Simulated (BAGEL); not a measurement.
# GaHBrCl (SMILES [Cl][GaH][Br]): HF/6-31G(d) (density fitting with qzvpp-jkfit, spherical functions)

Aim: the vertical electron affinity of GaHBrCl at HF/6-31G* (density fitting with qzvpp-jkfit, spherical functions), from 2 runs. 

Program for the calculation: BAGEL 1.2.2.

8 further runs of the same task are left out: 4 that didn't finish, 4 set aside as unsound or not needed. Runs told in other sessions of the task aren't counted.

## (1) The structure to begin with

GaHBrCl has 4 atoms, charge 0, and is taken as a singlet. As SMILES, `[Cl][GaH][Br]`. The shape is that of a PBE0-D4/def2-TZVP optimisation.

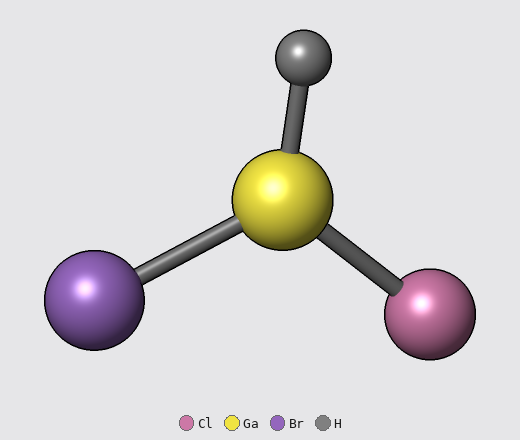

Viewed from a chosen angle; chlorine pink, gallium yellow, bromine purple, hydrogen grey.

## (2) A single-point energy at HF/6-31G(d) (density fitting with qzvpp-jkfit, spherical functions)

The input, input.json:

```json
{ "bagel": [

{
  "title": "molecule",
  "basis": "6-31gs.json",
  "df_basis": "qzvpp-jkfit",
  "angstrom": true,
  "geometry": [
    { "atom": "Cl", "xyz": [      -1.970500,      -0.096100,      -0.528400 ] },
    { "atom": "Ga", "xyz": [       0.088800,       0.166300,      -0.052400 ] },
    { "atom": "Br", "xyz": [       1.109200,      -1.623600,       0.905300 ] },
    { "atom": "H", "xyz": [       0.828100,       1.493000,      -0.344800 ] }
  ]
},

{
  "title": "hf"
},

{
  "title": "print",
  "file": "orbitals.molden",
  "orbitals": true
}

]}
```

The basis set 6-31G* is read from a file made from the Basis Set Exchange's data (not shown).

Run with:

```
$ BAGEL_NUM_THREADS=1 BAGEL input.json > input.out
```

The log of the run:

```text
* using 1 threads per process

  ===============================================================
  ===============================================================

  *** Geometry ***

  { "atom" : "Cl", "xyz" : [     -3.723705,     -0.181603,     -0.998531 ] },
  { "atom" : "Ga", "xyz" : [      0.167808,      0.314261,     -0.099022 ] },
  { "atom" : "Br", "xyz" : [      2.096084,     -3.068159,      1.710769 ] },
  { "atom" : "H", "xyz" : [      1.564882,      2.821361,     -0.651578 ] },

  Number of auxiliary basis functions:      678

  Since a DF basis is specified, we compute 2- and 3-index integrals:
    o Being stored without compression. Storage requirement is 0.038 GB

  Number of basis functions:       84
  Number of electrons      :       84

    * METHOD: MOLECULE                             0.58

  *** RHF ***

  === Nuclear Repulsion ===
   487.0716172527

      * DIIS with orbital gradients will be used.

  === RHF iteration (6-31gs.json) ===
      0      -4955.15662511          0.00975133           0.19
      1      -4955.22530815          0.00601762           0.18
      2      -4955.24420657          0.00085030           0.18
      3      -4955.24489841          0.00030963           0.18
      4      -4955.24500012          0.00005838           0.18
      5      -4955.24500338          0.00001540           0.19
      6      -4955.24500370          0.00000563           0.18
      7      -4955.24500376          0.00000127           0.18
      8      -4955.24500377          0.00000037           0.18
      9      -4955.24500377          0.00000013           0.18
     10      -4955.24500377          0.00000004           0.18
     11      -4955.24500377          0.00000001           0.18
     12      -4955.24500377          0.00000000           0.18
    * SCF iteration converged.

    * Permanent dipole moment:
           (   -0.447146,    -0.630581,     0.112348) a.u.

    * METHOD: HF                                   2.76

    * METHOD: PRINT                                0.02

  ===============================================================
```

Run time: 3.6 s. Hardware: 1 thread of Arm Neoverse V1, shared host; peak memory 0.18 GiB.

## (3) The doublet anion

The input, input.json:

```json
{ "bagel": [

{
  "title": "molecule",
  "basis": "6-31gs.json",
  "df_basis": "qzvpp-jkfit",
  "angstrom": "true",
  "geometry": [
    { "atom": "Cl", "xyz": [   -1.970500,   -0.096100,   -0.528400 ] },
    { "atom": "Ga", "xyz": [    0.088800,    0.166300,   -0.052400 ] },
    { "atom": "Br", "xyz": [    1.109200,   -1.623600,    0.905300 ] },
    { "atom": "H", "xyz": [    0.828100,    1.493000,   -0.344800 ] }
  ]
},
{
  "title": "uhf",
  "charge": -1,
  "nopen": 1
},
{
  "title": "print",
  "file": "orbitals.molden",
  "orbitals": "true"
}

]}
```

The basis set 6-31G* is read from a file made from the Basis Set Exchange's data (not shown).

Run with:

```
$ BAGEL_NUM_THREADS=1 BAGEL input.json > input.out
```

The log of the run:

```text
* using 1 threads per process

  ===============================================================
  ===============================================================

  *** Geometry ***

  { "atom" : "Cl", "xyz" : [     -3.723705,     -0.181603,     -0.998531 ] },
  { "atom" : "Ga", "xyz" : [      0.167808,      0.314261,     -0.099022 ] },
  { "atom" : "Br", "xyz" : [      2.096084,     -3.068159,      1.710769 ] },
  { "atom" : "H", "xyz" : [      1.564882,      2.821361,     -0.651578 ] },

  Number of auxiliary basis functions:      678

  Since a DF basis is specified, we compute 2- and 3-index integrals:
    o Being stored without compression. Storage requirement is 0.038 GB

  Number of basis functions:       84
  Number of electrons      :       84

    * METHOD: MOLECULE                             0.58

  *** Open-shell HF ***

  === Nuclear Repulsion ===
   487.0716172527

      * DIIS with orbital gradients will be used.

  === UHF iteration (6-31gs.json) ===
      0      -4955.10464608          0.01504081           0.38
      1      -4955.16433554          0.00917944           0.37
      2      -4955.17444123          0.00628403           0.37
      3      -4955.17845998          0.00059175           0.37
      4      -4955.17888307          0.00030654           0.37
      5      -4955.17924699          0.00010994           0.37
      6      -4955.17938231          0.00006916           0.37
      7      -4955.17944484          0.00003568           0.37
      8      -4955.17947176          0.00001865           0.37
      9      -4955.17947297          0.00002169           0.37
     10      -4955.17947219          0.00001911           0.37
     11      -4955.17947108          0.00000778           0.37
     12      -4955.17947116          0.00000395           0.37
     13      -4955.17947123          0.00000264           0.37
     14      -4955.17947126          0.00000163           0.37
     15      -4955.17947128          0.00000093           0.37
     16      -4955.17947129          0.00000063           0.37
     17      -4955.17947130          0.00000054           0.37
     18      -4955.17947130          0.00000060           0.37
     19      -4955.17947129          0.00000048           0.37
     20      -4955.17947129          0.00000022           0.37
     21      -4955.17947130          0.00000008           0.37
     22      -4955.17947130          0.00000004           0.37
     23      -4955.17947130          0.00000002           0.37
     24      -4955.17947130          0.00000001           0.37
    * SCF iteration converged.

    * S^2 (UHF) is 0.7603

    * Permanent dipole moment:
           (   -0.694919,    -0.262924,    -0.094815) a.u.

    * METHOD: UHF                                  9.65

    * METHOD: PRINT                                0.02

  ===============================================================
```

Run time: 11 s. Hardware: 1 thread of Arm Neoverse V1, shared host; peak memory 0.18 GiB.

## (4) Outcome

At HF/6-31G* (density fitting with qzvpp-jkfit, spherical functions):

| quantity | value |
| --- | --- |
| singlet GaHBrCl: total energy | -4955.24500 Eh |
| singlet GaHBrCl: dipole moment | 1.99 D |
| singlet GaHBrCl: HOMO energy | -11.58 eV |
| singlet GaHBrCl: LUMO energy | 0.93 eV |
| singlet GaHBrCl: HOMO–LUMO gap | 12.51 eV |
| doublet anion: total energy | -4955.17947 Eh |
| doublet anion: ⟨S²⟩ | 0.760 |
| vertical electron affinity (to the doublet anion) | -1.783 eV |

**Reading.** The anion lies 1.78 eV (41 kcal/mol) above the neutral: the electron isn't bound at this level, and such a value depends on the basis. Without diffuse functions anions come out too high. Hartree–Fock misses the correlation that binds many anions.
